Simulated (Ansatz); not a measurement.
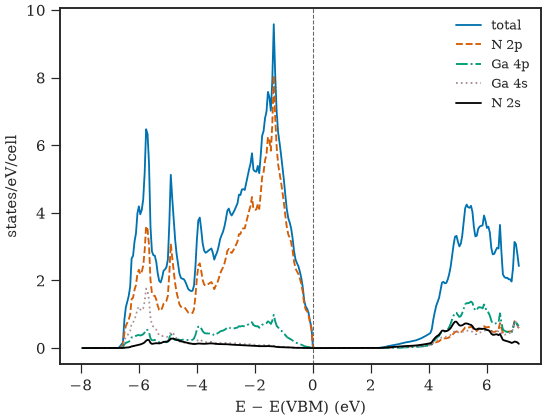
*Total and projected density of states of AlGa3N4 in space group P3m1 (No. 156; Pearson symbol hP8), the program Ansatz at the PBE level (PAW)*

Which orbitals carry the states next to the gap?

Top 1 eV of the valence band: N 2p 89 %, Ga 4p 7 %. Bottom 1 eV of the conduction band: N 2s 37 %, Ga 4s 30 %, N 2p 17 %, Ga 4p 7 %. Projections are on Löwdin-orthogonalised atomic valence shells; empty p or d shells of many metals are not among them.

Where is the tallest occupied peak in this window, and what makes it?

Near -1.3 eV, about 9.6 states/eV per cell; the largest projected share is N 2p.

The start of the workflow was typed in or built on a structure type; neither database checked (COD, Materials Project) lists it. Whether it is the stable phase at ambient conditions was not checked. The cell was relaxed with PBE under the symmetry of its start; whether a distortion lowers the energy is not shown. Scalar-relativistic: spin–orbit coupling is off unless named, which matters more the heavier the elements.

Potentials: the earlier of the program's two PAW sets.
